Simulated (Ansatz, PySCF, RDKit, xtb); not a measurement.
**Which structure has the formula GeNH3?**

Task: start from the formula GeNH3, draw up candidate structures, narrow them down in stages, and characterise the one that lies lowest at 298.15 K.

The funnel: GFN2-xTB relaxations, single points with a density functional, relaxations at PBE0-D3(BJ)/pcseg-1, harmonic vibrations, and a last energy at a higher level. All values are calculated.

4 further runs of the same task are left out: 4 set aside as unsound or not needed.

**1. Candidates**

All bonding patterns within simple valence rules are listed by program: one Lewis structure each, at most two rings and one unusual centre or charged pair. O–O, O–halogen and N–halogen bonds and N–N–N chains are not drawn. That gives 2 candidates.

```
label         SMILES     spin
 c099    [NH]=[GeH2]  singlet
 c295  [NH2+]=[GeH-]  singlet
```

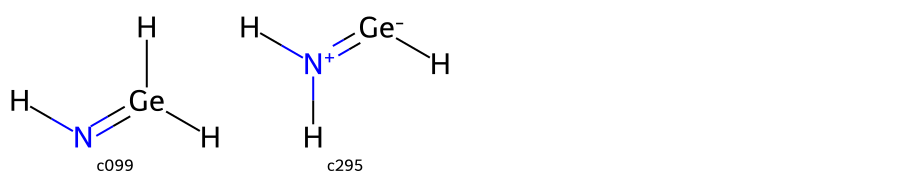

Structural formulas of the candidates.

Candidates are built by distance geometry, with a force field where one applies, in up to four conformers (letters a to d). 6 starts with atoms placed at random are added, to find patterns that the rules miss.

**2. Cheap relaxation of all starts**

All 8 starts are relaxed the same way. One of them, c082 (atoms placed at random), in full:

Input file start.xyz:

```xyz
5
c082
Ge    -0.305840    -0.037820     0.955500
N      0.542370     0.105440    -0.574410
H      0.990910    -0.296630     0.987070
H      0.411050     0.650500    -1.763530
H     -1.231190    -1.297240     1.050110
```

Started as:

```console
$ xtb start.xyz --gfn 2 --opt
```

Standard output, cut to the lines that bear on the results:

```text
* xtb version 6.7.1
[...]
          :  # basis functions                  17          :
[...]
          :  # electrons                        12          :
[...]
          :  Hamiltonian                  GFN2-xTB          :
[...]
          :  net charge                          0          :
          :  unpaired electrons                  0          :
[...]
   *** convergence criteria satisfied after 14 iterations ***
[...]
   *** GEOMETRY OPTIMIZATION CONVERGED AFTER 15 ITERATIONS ***
[...]
   *** convergence criteria satisfied after 3 iterations ***
[...]
         ::                     SUMMARY                     ::
         :::::::::::::::::::::::::::::::::::::::::::::::::::::
         :: total energy              -6.326894274035 Eh    ::
         :: gradient norm              0.000590797048 Eh/a0 ::
         :: HOMO-LUMO gap              4.177765693474 eV    ::
         ::.................................................::
         :: SCC energy                -6.378927950348 Eh    ::
         :: -> isotropic ES            0.007386499277 Eh    ::
         :: -> anisotropic ES          0.003487560744 Eh    ::
         :: -> anisotropic XC          0.002233503456 Eh    ::
         :: -> dispersion             -0.001590825489 Eh    ::
         :: repulsion energy           0.052033676313 Eh    ::
         :: add. restraining           0.000000000000 Eh    ::
         :: total charge               0.000000000000 e     ::
         :::::::::::::::::::::::::::::::::::::::::::::::::::::
[...]
         6        2.0000           -0.3903257             -10.6213 (HOMO)
         7                         -0.2367956              -6.4435 (LUMO)
[...]
     #   Z          covCN         q      C6AA      α(0)
     1  32 Ge       2.705     0.188   216.984    28.725
     2   7 N        1.697    -0.350    29.797     8.068
     3   1 H        0.938    -0.003     3.114     2.759
     4   1 H        0.863     0.170     1.275     1.769
     5   1 H        0.928    -0.004     3.133     2.768
[...]
     #   Z sym  total        # sym  WBO       # sym  WBO       # sym  WBO
 ---------------------------------------------------------------------------
     1  32 Ge   3.718 --     2 N    2.063     3 H    0.824     5 H    0.790
     2   7 N    3.194 --     1 Ge   2.063     4 H    0.923     5 H    0.124
     3   1 H    1.000 --     1 Ge   0.824
     4   1 H    0.971 --     2 N    0.923
     5   1 H    1.000 --     1 Ge   0.790     2 N    0.124
 ---------------------------------------------------------------------------
[...]
molecular dipole:
                 x           y           z       tot (Debye)
 q only:       -0.374      -0.227       0.185
   full:       -0.817      -0.559       0.576       2.911
molecular quadrupole (traceless):
[...]
          | TOTAL ENERGY               -6.326894274035 Eh   |
          | GRADIENT NORM               0.000590797048 Eh/α |
          | HOMO-LUMO GAP               4.177765693474 eV   |
           -------------------------------------------------
[...]
```

It took 0.12 s on 1 thread of Intel Xeon at 2.50GHz (Skylake/Cascade Lake), shared host.

**3. The minima found**

8 of the 8 relaxations converged; 6 ended on a minimum already found. 2 distinct structures remain:

```
label             start  SMILES after     spin  energy (kcal/mol)
 c518  random and drawn  [NH2][GeH] ‡  singlet                0.0
 c107  random and drawn   [NH]=[GeH2]  singlet               35.6
```

‡ marks the bonded skeleton alone, with all bonds drawn single: no Lewis structure was assigned that passes a check against the bond lengths.

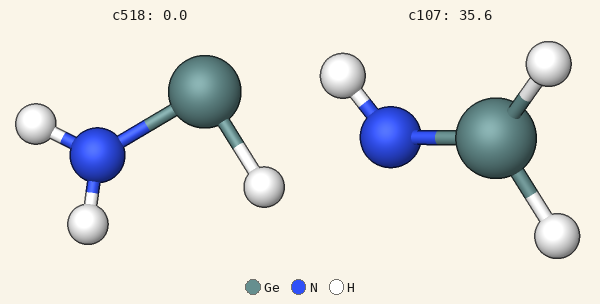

The 2 lowest minima that did not fall apart, with their GFN2-xTB energies in kcal/mol.

**4. Screening with a density functional**

A choice of the minima (the low ones first, few conformers of a pattern, up to a cap) and the lowest that fell apart get a single point at r2SCAN-D4/def2-SVP on the tight-binding geometry, and one at HF/STO-3G for comparison. The lowest singlets are also tried as triplets at the same geometry (label ending in t). The first, c518:

Input file input.yaml:

```yaml
crystal:
  periodic: [false, false, false]
  atoms:
    - {symbol: Ge, position_ang: [-0.148780, -0.051601, 1.447487]}
    - {symbol: N, position_ang: [-0.629765, -0.415628, -0.247628]}
    - {symbol: H, position_ang: [-0.033397, -0.670868, -1.019344]}
    - {symbol: H, position_ang: [1.433646, -0.308562, 1.107938]}
    - {symbol: H, position_ang: [-1.589954, -0.386220, -0.558503]}
basis:
  gaussian: {orbitals: def2-SVP}
scf: {lower_state_search: off}
hamiltonian: {xc: r2scan, dispersion: d4}
```

Started as:

```console
$ ansatz run input.yaml --threads 1 --pin off --max-ram 2610MiB --events-out events.jsonl --progress --plain --runs-dir runs
```

Standard output, cut to the lines that bear on the results:

```text
Warning: RAYON_NUM_THREADS=1 ignored (pool sized by the plan → 1); use --threads N
Functional definition: r2SCAN
  name "r2SCAN"
[...]
697 factors; their error is unknown
[...]
mean field -58047.42422087 eV, -2133.2034941596 hartree, gradient 1.0e-6 eV, S^2 0.000000; 0 other end points of the search recorded, 0 dependent functions left out
reference -58047.42422875 eV, -2133.2034944493 hartree; 21, 21 occupied and 40, 40 virtual orbitals, 697 factors
Total energy: -58047.43796025 eV, -2133.2039990727 hartree
Checks for a lower state left out: stability, starts, cluster_reference, orbital_swaps, neighbouring_geometries, increment
```

It took 2.1 s on 1 thread of Intel Xeon at 2.50GHz (Skylake/Cascade Lake), shared host.

Relative energies in kcal/mol, each column from its lowest structure that stays in one piece:

```
label        SMILES     spin  GFN2-xTB  HF/STO-3G  r2SCAN-D4/def2-SVP
 c518  [NH2][GeH] ‡  singlet       0.0        0.0                 0.0
 c107   [NH]=[GeH2]  singlet      35.6       31.7                34.9
c518t  [NH2][GeH] ‡  triplet         –          –                59.7
c107t   [NH]=[GeH2]  triplet         –          –               103.0
```

‡ marks the bonded skeleton alone, with all bonds drawn single: no Lewis structure was assigned that passes a check against the bond lengths.

**5. Refinement at PBE0-D3(BJ)/pcseg-1**

3 candidates are relaxed at PBE0-D3(BJ)/pcseg-1 (chosen among the lowest in one piece, with other spins of them). The first, c518:

input.yaml, as its differences from that of step 4:

```diff
@@ -9,4 +9,6 @@
 basis:
-  gaussian: {orbitals: def2-SVP}
-scf: {lower_state_search: off}
-hamiltonian: {xc: r2scan, dispersion: d4}
+  gaussian: {orbitals: pcseg-1.json}
+scf: {lower_state_search: "off"}
+relax: {f_tol: 0.003}
+magnetization: {spin_polarized: false, initial_magnetization: 0}
+hamiltonian: {xc: {name: PBE0}, dispersion: d3bj}
```

The basis set pcseg-1 is read from a file made from the Basis Set Exchange's data (not shown).

Started as:

```console
$ ansatz run input.yaml --threads 1 --pin off --max-ram 2610MiB --events-out events.jsonl --progress --plain --runs-dir runs
```

Standard output, cut to the lines that bear on the results:

```text
Warning: RAYON_NUM_THREADS=1 ignored (pool sized by the plan → 1); use --threads N
[...]
Functional definition: PBE0
  name "PBE0"
[...]
585 factors; integrals over basis functions are off by at most 4.0e-4 eV
[...]
mean field -58041.01633433 eV, -2132.9680086727 hartree, gradient 4.2e-6 eV, S^2 0.000000; 0 other end points of the search recorded, 0 dependent functions left out
[...]
reference -58041.01635562 eV, -2132.9680094550 hartree; 21, 21 occupied and 35, 35 virtual orbitals, 585 factors
relax step   1: F+E_penalty+E_count = -58041.07494657 eV  Δ(F+E_penalty+E_count) = +0.000e0 eV  max|allowed force component| = 7.512e-1 eV/Å  Δτ_max = 0.0000 Å  (14 SCF iters, accepted)
[...]
relax step   5: F+E_penalty+E_count = -58041.10401344 eV  Δ(F+E_penalty+E_count) = -2.062e-4 eV  max|allowed force component| = 1.226e-2 eV/Å  Δτ_max = 0.0050 Å  (13 SCF iters, accepted)
[...]
relax step   6: F+E_penalty+E_count = -58041.10401636 eV  Δ(F+E_penalty+E_count) = -2.913e-6 eV  max|allowed force component| = 1.496e-3 eV/Å  Δτ_max = 0.0006 Å  (12 SCF iters, accepted)
Total energy: -58041.10403774 eV, -2132.9712317138 hartree
Atom 0 at    -0.124075    -0.051990     1.456269 Å, force     0.000510     0.000344     0.001496 eV/Å
Atom 1 at    -0.636629    -0.419016    -0.265064 Å, force    -0.000420    -0.000017    -0.000169 eV/Å
Atom 2 at    -0.019834    -0.674359    -1.027854 Å, force    -0.000741     0.000119     0.000021 eV/Å
Atom 3 at     1.420088    -0.304296     1.119748 Å, force     0.000214    -0.000088    -0.000157 eV/Å
Atom 4 at    -1.607800    -0.383218    -0.553149 Å, force     0.000437    -0.000358    -0.001191 eV/Å
Dipole moment:    -0.104036    -0.064702    -0.309512 e Å
Checks for a lower state left out: stability, starts, cluster_reference, orbital_swaps, neighbouring_geometries, increment
```

Wall time 15 s (1 thread of Intel Xeon at 2.50GHz (Skylake/Cascade Lake), shared host).

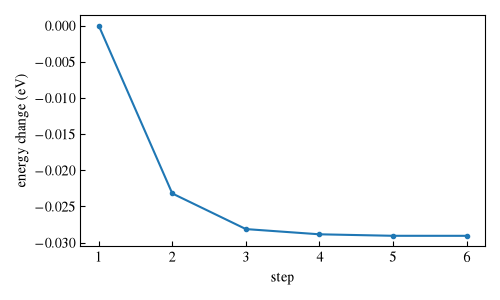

Energy along the run, all evaluated steps.

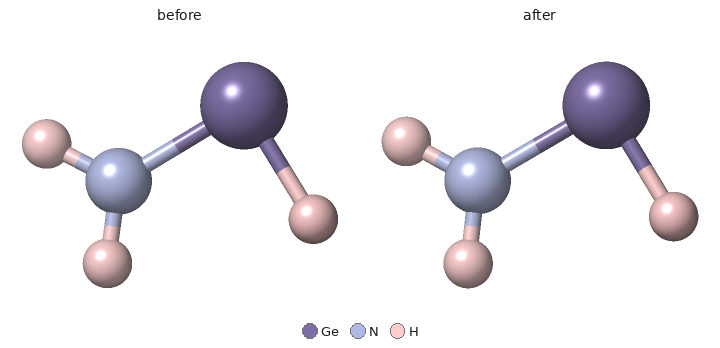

Before and after, at one scale.

After the run. Bond lengths: Ge1–N2 1.833 Å, N2–H3 1.014 Å, Ge1–H4 1.600 Å, N2–H5 1.014 Å. Angles: Ge1–N2–H3 125.9°, Ge1–N2–H5 121.8°, N2–Ge1–H4 92.3°, H3–N2–H5 112.2°.

**6. The relaxed candidates**

```
label     spin  r2SCAN-D4/def2-SVP (kcal/mol)  PBE0-D3(BJ)/pcseg-1, relaxed (kcal/mol)  time
 c518  singlet                            0.0                                      0.0  15 s
 c107  singlet                           34.9                                     35.3  17 s
c518t  triplet                           59.7                                     40.8  74 s
```

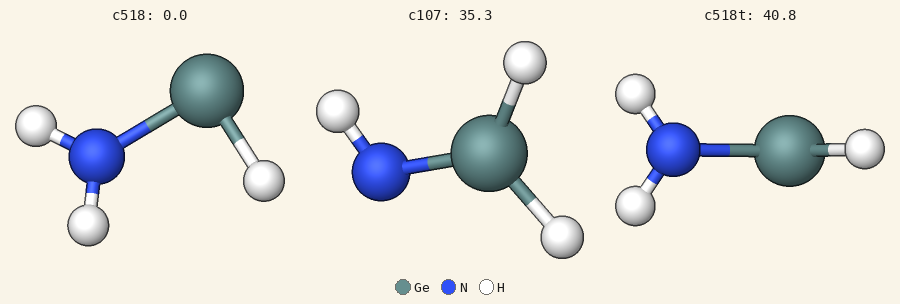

The relaxed structures, with energies at PBE0-D3(BJ)/pcseg-1 in kcal/mol.

**7. Harmonic analysis of the finalists**

The lowest few in one piece go on as finalists. Harmonic vibrations at PBE0-D3(BJ)/pcseg-1 test each finalist and give the zero-point energy and the thermal terms. The first, c518:

Input file input.yaml:

```yaml
crystal:
  periodic: [false, false, false]
  atoms:
    - {symbol: Ge, position_ang: [-0.124075, -0.051990, 1.456269]}
    - {symbol: "N", position_ang: [-0.636629, -0.419016, -0.265064]}
    - {symbol: H, position_ang: [-0.019834, -0.674359, -1.027854]}
    - {symbol: H, position_ang: [1.420088, -0.304296, 1.119748]}
    - {symbol: H, position_ang: [-1.607800, -0.383218, -0.553149]}
basis:
  gaussian:
    orbitals: pcseg-1.json
hamiltonian:
  xc: pbe0
  dispersion: d3bj
scf:
  lower_state_search: "off"
phonons: {}
```

The basis set pcseg-1 is read from a file made from the Basis Set Exchange's data (not shown).

Started as:

```console
$ ansatz run input.yaml --threads 1 --pin off --max-ram 2610MiB --events-out events.jsonl --progress --plain --runs-dir runs
```

Standard output, cut to the lines that bear on the results:

```text
Warning: RAYON_NUM_THREADS=1 ignored (pool sized by the plan → 1); use --threads N
Functional definition: PBE0
  name "PBE0"
[...]
584 factors; integrals over basis functions are off by at most 3.9e-4 eV
[...]
mean field -58041.04555578 eV, -2132.9690825414 hartree, gradient 5.6e-6 eV, S^2 0.000000; 0 other end points of the search recorded, 0 dependent functions left out
[...]
reference -58041.04557717 eV, -2132.9690833273 hartree; 21, 21 occupied and 35, 35 virtual orbitals, 584 factors
[...]
584 factors; integrals over basis functions are off by at most 3.9e-4 eV
mean field -58041.04551190 eV, -2132.9690809286 hartree, gradient 8.6e-7 eV, S^2 0.000000; 0 other end points of the search recorded, 0 dependent functions left out
[...]
reference -58041.04553329 eV, -2132.9690817146 hartree; 21, 21 occupied and 35, 35 virtual orbitals, 584 factors
[...]
584 factors; integrals over basis functions are off by at most 4.0e-4 eV
[...]
reference -58041.04555863 eV, -2132.9690826459 hartree; 21, 21 occupied and 35, 35 virtual orbitals, 584 factors
Total energy: -58041.10403377 eV, -2132.9712315677 hartree
Atom 0 at    -0.124075    -0.051990     1.456269 Å, force     0.000503     0.000346     0.001500 eV/Å
Atom 1 at    -0.636629    -0.419016    -0.265064 Å, force    -0.000424    -0.000018    -0.000165 eV/Å
Atom 2 at    -0.019834    -0.674359    -1.027854 Å, force    -0.000739     0.000118     0.000016 eV/Å
Atom 3 at     1.420088    -0.304296     1.119748 Å, force     0.000221    -0.000089    -0.000159 eV/Å
Atom 4 at    -1.607800    -0.383218    -0.553149 Å, force     0.000440    -0.000358    -0.001192 eV/Å
Dipole moment:    -0.104036    -0.064702    -0.309511 e Å
Vibrations: 484.05 649.99 703.11 707.24 888.35 1552.95 1893.43 3575.50 3692.09 cm⁻¹, zero-point energy 0.876984 eV
Checks for a lower state left out: stability, starts, cluster_reference, orbital_swaps, neighbouring_geometries, increment
```

Run time: 61 s. Hardware: 1 thread of Intel Xeon at 2.50GHz (Skylake/Cascade Lake), shared host.

**8. Thermal terms of the finalists**

At 298.15 K and 1 atm, ideal gas, rigid rotor and harmonic oscillator:

```
label        SMILES     spin  point group  lowest mode (cm⁻¹)  zero-point (kcal/mol)  G − E (kcal/mol)
 c518  [NH2][GeH] ‡  singlet           Cs                 484                   20.2               4.5
 c107   [NH]=[GeH2]  singlet           Cs                 520                   17.7               2.1
c518t  [NH2][GeH] ‡  triplet           Cs                 397                   19.6               3.2
```

‡ marks the bonded skeleton alone, with all bonds drawn single: no Lewis structure was assigned that passes a check against the bond lengths.

**9. Energies at the top level**

Each finalist gets a single point at CCSD(T)/def2-TZVPP.

c518, CCSD(T)/def2-TZVPP:

Input file input.yaml:

```yaml
crystal:
  periodic: [false, false, false]
  atoms:
    - symbol: Ge
      position_ang: [-0.124075, -0.051990, 1.456269]
    - symbol: N
      position_ang: [-0.636629, -0.419016, -0.265064]
    - symbol: H
      position_ang: [-0.019834, -0.674359, -1.027854]
    - symbol: H
      position_ang: [1.420088, -0.304296, 1.119748]
    - symbol: H
      position_ang: [-1.607800, -0.383218, -0.553149]
basis:
  gaussian:
    orbitals: def2-TZVPP
correlation:
  method: ccsd_t
  frozen_orbitals: {H: 0, "N": 1, Ge: 9}
```

Started as:

```console
$ ansatz run input.yaml --threads 1 --pin off --max-ram 2610MiB --events-out events.jsonl --progress --plain --runs-dir runs
```

Standard output, cut to the lines that bear on the results:

```text
Warning: RAYON_NUM_THREADS=1 ignored (pool sized by the plan → 1); use --threads N
Functional definition: HF
  name "HF"
[...]
743 factors; integrals over basis functions are off by at most 1.0e-3 eV
[...]
mean field -58003.20076827 eV, -2131.5783122523 hartree, gradient 1.4e-6 eV, S^2 0.000000; 0 other end points of the search recorded, 0 dependent functions left out
10 core orbitals not correlated: weight in the atoms' cores, before any rotation towards them, 1.000 or more for the frozen orbitals, at most 0.000 for the correlated occupied ones
reference -58003.20076827 eV, -2131.5783122523 hartree; 11, 11 occupied and 100, 100 virtual orbitals, 743 factors
second order -12.41815412 eV of doubles, -0.00000000 eV of singles
cycle   1  -12.34258881 eV  change    7.6e-2 eV  update   9.3e-2
[...]
cycle  10  -12.80993466 eV  change    1.2e-5 eV  update   9.8e-6
perturbative correction -0.50412217 eV, -0.0185261481 hartree
Total energy: -58016.51482510 eV, -2132.0675948162 hartree
```

It took 22 s on 1 thread of Intel Xeon at 2.50GHz (Skylake/Cascade Lake), shared host; peak memory 0.54 GiB.

**10. c107 at CCSD(T)/def2-TZVPP**

Input file input.yaml:

```yaml
crystal:
  periodic: [false, false, false]
  atoms:
    - {symbol: Ge, position_ang: [-0.004033, 0.081707, -0.084921]}
    - {symbol: N, position_ang: [-0.456416, -0.883943, -1.428528]}
    - {symbol: H, position_ang: [1.187567, 1.048424, 0.065600]}
    - {symbol: H, position_ang: [0.201282, -0.750241, -2.204609]}
    - {symbol: H, position_ang: [-0.886689, -0.003607, 1.159489]}
basis:
  gaussian:
    orbitals: def2-TZVPP
correlation:
  method: ccsd_t
  frozen_orbitals: {H: 0, "N": 1, Ge: 9}
```

Started as:

```console
$ ansatz run input.yaml --threads 1 --pin off --max-ram 2610MiB --events-out events.jsonl --progress --plain --runs-dir runs
```

Standard output, cut to the lines that bear on the results:

```text
Warning: RAYON_NUM_THREADS=1 ignored (pool sized by the plan → 1); use --threads N
Functional definition: HF
  name "HF"
[...]
744 factors; integrals over basis functions are off by at most 9.8e-4 eV
[...]
mean field -58001.40381274 eV, -2131.5122753546 hartree, gradient 3.0e-6 eV, S^2 0.000000; 0 other end points of the search recorded, 0 dependent functions left out; unrestricted orbitals would lower it
10 core orbitals not correlated: weight in the atoms' cores, before any rotation towards them, 1.000 or more for the frozen orbitals, at most 0.000 for the correlated occupied ones
reference -58001.40381274 eV, -2131.5122753546 hartree; 11, 11 occupied and 100, 100 virtual orbitals, 744 factors
second order -13.00849927 eV of doubles, -0.00000000 eV of singles
cycle   1  -12.58627570 eV  change    4.2e-1 eV  update   1.2e-1
[...]
cycle  11  -13.18857528 eV  change   -1.0e-5 eV  update   1.1e-5
perturbative correction -0.61450229 eV, -0.0225825428 hartree
Total energy: -58015.20689031 eV, -2132.0195290993 hartree
```

It took 24 s on 1 thread of Intel Xeon at 2.50GHz (Skylake/Cascade Lake), shared host; peak memory 0.54 GiB.

For c107 the log finds that unrestricted Hartree-Fock orbitals lie lower, a sign to watch the closed-shell reference there.

**11. Free energies and the winner**

Energies in kcal/mol from c518; G adds the thermal terms to the CCSD(T)/def2-TZVPP energy. The columns left of the relaxed level are at the tight-binding geometries.

```
label        SMILES     spin  r2SCAN-D4/def2-SVP  PBE0-D3(BJ)/pcseg-1  HF/def2-TZVPP  MP2/def2-TZVPP  CCSD(T)/def2-TZVPP     G  share at equilibrium     T1
 c518  [NH2][GeH] ‡  singlet                 0.0                  0.0            0.0             0.0                 0.0   0.0               100.0 %  0.015
 c107   [NH]=[GeH2]  singlet                34.9                 35.3           41.4            27.8                30.2  27.7               < 0.1 %  0.018
c518t  [NH2][GeH] ‡  triplet                59.7                 40.8           29.0            42.4                43.1  41.8               < 0.1 %  0.018
```

‡ marks the bonded skeleton alone, with all bonds drawn single: no Lewis structure was assigned that passes a check against the bond lengths.

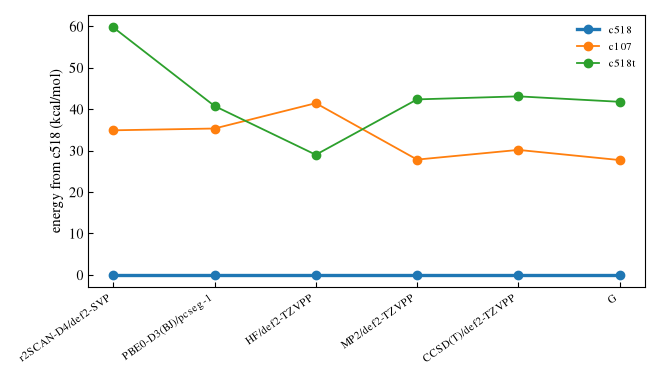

The finalists at each level, measured from c518.

Lowest found: c518, `[NH2][GeH]` ‡, a singlet of point group Cs. Bond lengths: Ge1–N2 1.833 Å, N2–H3 1.014 Å, Ge1–H4 1.600 Å, N2–H5 1.014 Å. Angles: Ge1–N2–H3 125.9°, Ge1–N2–H5 121.8°, N2–Ge1–H4 92.3°, H3–N2–H5 112.2°.

```xyz
5

Ge   -0.1241   -0.0520    1.4563
N    -0.6366   -0.4190   -0.2651
H    -0.0198   -0.6744   -1.0279
H     1.4201   -0.3043    1.1197
H    -1.6078   -0.3832   -0.5531
```

‡ marks the bonded skeleton alone, with all bonds drawn single: no Lewis structure was assigned that passes a check against the bond lengths.

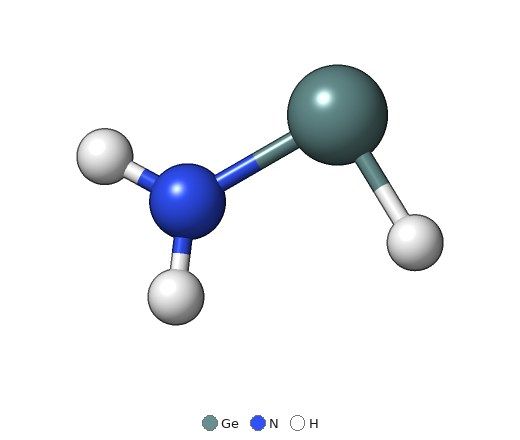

The lowest structure found, seen from a chosen angle (germanium teal, nitrogen blue, hydrogen white).

[end of part 1 of 2]
